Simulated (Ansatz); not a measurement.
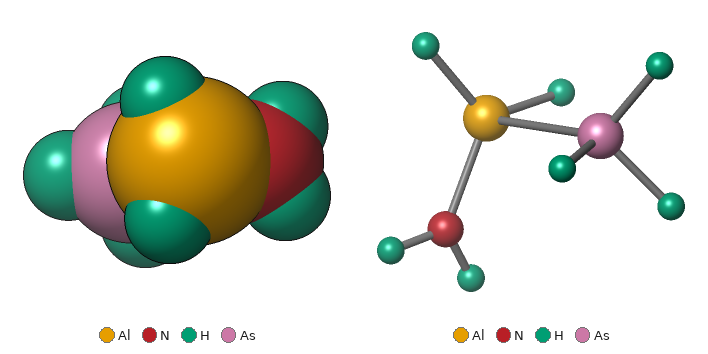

The same structure drawn twice, from different directions.

Computed geometry: PBE0-D4/def2-TZVP optimisation.

Identify the structure.

The molecule is AlAsH7N. This geometry has Cs symmetry. Coordination, clear cases only: 1 N trigonal planar.
